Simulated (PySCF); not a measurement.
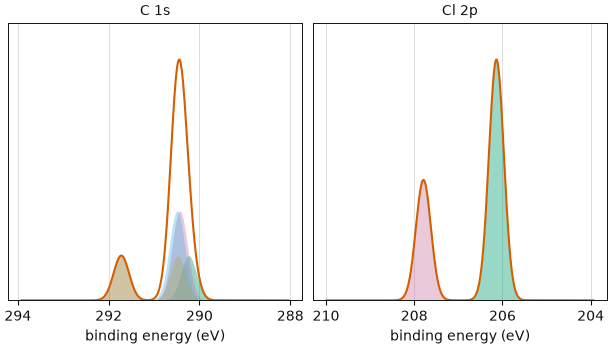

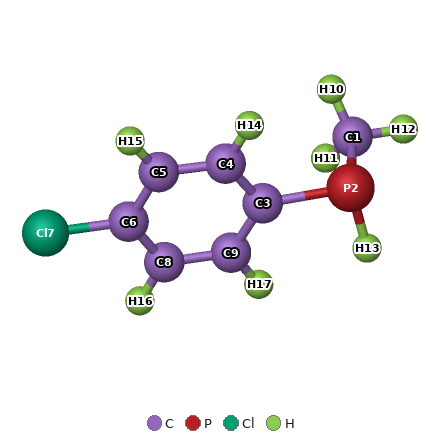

Simulated XPS of C₇H₈ClP, SMILES CPc1ccc(Cl)cc1. Vertical core-electron binding energies by ΔSCF (SCAN, pcX-2 on the ionised atom, pcseg-1 elsewhere, spin-free X2C; PySCF, at a PBE0-D3(BJ)/def2-SVP geometry (no frequency check)), gas phase, against the vacuum level. One atom of each kind was ionised; within a panel, areas follow the number of like atoms and 2j + 1 (2p levels are split by first-order spin-orbit coupling, an approximation), each panel is scaled alone, Gaussians of 0.4 eV full width. Only the regions named are shown. Lines closer than the width merge in the curve. The order of lines from different atoms under 0.3 eV apart is within the error of the method.

### Assign the components.

| level | atoms | binding energy (eV) |
| --- | --- | --- |
| C 1s | C6 | 291.7 |
| C 1s | C5, C8 | 290.5 |
| C 1s | C1 | 290.5 |
| C 1s | C4, C9 | 290.4 |
| C 1s | C3 | 290.2 |
| Cl 2p1/2 | Cl7 | 207.8 |
| Cl 2p3/2 | Cl7 | 206.1 |

### How large is the chemical shift across the C 1s region?

1.5 eV, from C3 at 290.2 eV to C6 at 291.7 eV.

Caveats: one conformer of a flexible molecule.
